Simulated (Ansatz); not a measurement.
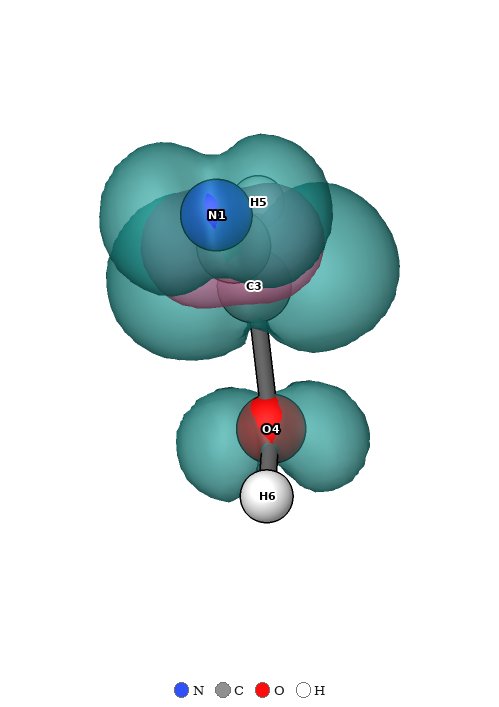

Figure. C2H2NO (SMILES [N]=C=CO) (doublet). Isosurfaces of the spin density (α minus β) at +0.04 (teal) and −0.04 e/Å³ (pink), seen at an oblique angle.

Computed with UKS PBE0/def2-SVP in Ansatz.

```csv
atom,x (Å),y (Å),z (Å)
N,0.5306,-2.2043,0.8078
C,0.3756,-1.1184,0.3943
C,0.1655,0.1676,-0.0914
O,-1.0440,0.7397,-0.1427
H,0.9823,0.7876,-0.4610
H,-1.7134,0.1336,0.1998
```

**Describe the spin distribution.**

The unpaired spin (1 electron) lies mostly on C3 (about 0.5), N1 (about 0.3) and O4 (about 0.2), in electrons by Hirshfeld's partition.
